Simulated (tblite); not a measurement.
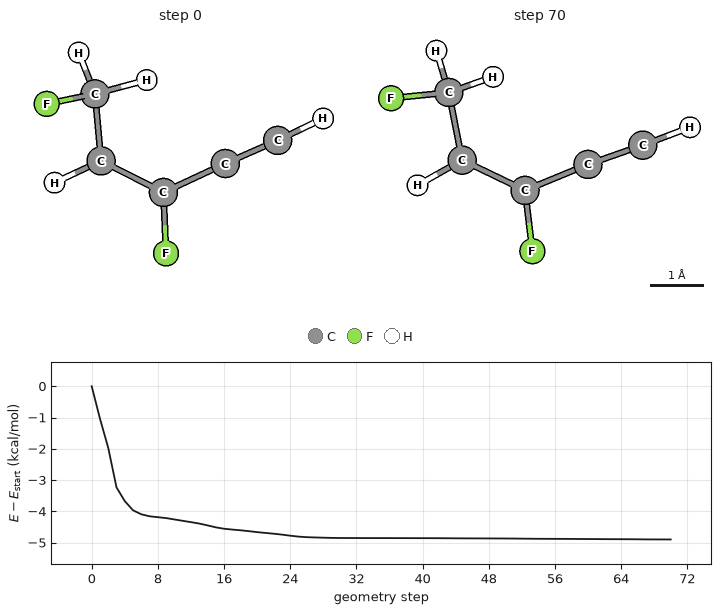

First and last geometry of a relaxation of C5H4F2, with the history of the run. A ball-and-stick model, seen at a tilt.

Method: GFN2-xTB geometry optimisation, gas phase in tblite 0.8.0. 

**Read the history and describe the run.**

It converged. The atom that moves furthest after the best rigid fit is an F atom (0.35 Å). By element the largest moves are F 0.35 Å, H 0.34 Å, C 0.17 Å. Near-neighbour distances that change, for instance: C–H 1.079 → 1.049 Å, C–C 1.440 → 1.414 Å, C–C 1.472 → 1.491 Å, C–F 1.392 → 1.375 Å. Among the angles between lasting bonds that change: C–C–F 121.1° → 114.3°, F–C–H 112.4° → 106.1°, C–C–C 119.0° → 123.6°. Over 70 geometry steps the energy falls by 4.90 kcal/mol.
